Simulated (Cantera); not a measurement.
Charge: 1 mol Pb, 0.19 mol NH3, 5.2 mol H2, held at 10000 Pa.

Cantera equilibrium calculation (NASA polynomials, part measured and part estimated; ideal gas, pure solids and liquids). Candidate condensed phases: Pb; 11 gas species. Rates play no part.

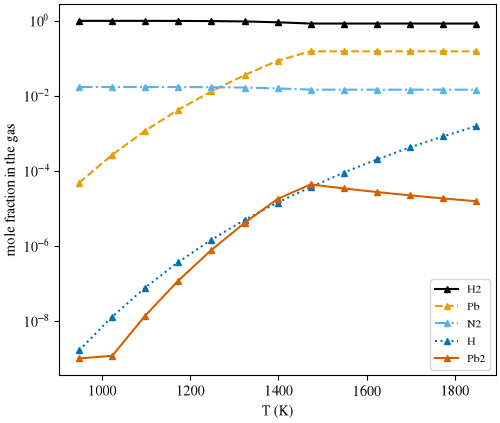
Figure. Equilibrium gas composition (values under 1e-9 drawn at 1e-9)

From 948 K to 1398 K the condensed part is Pb(l). From 1473 K to 1848 K nothing is condensed. The main Pb-bearing gas is Pb throughout.
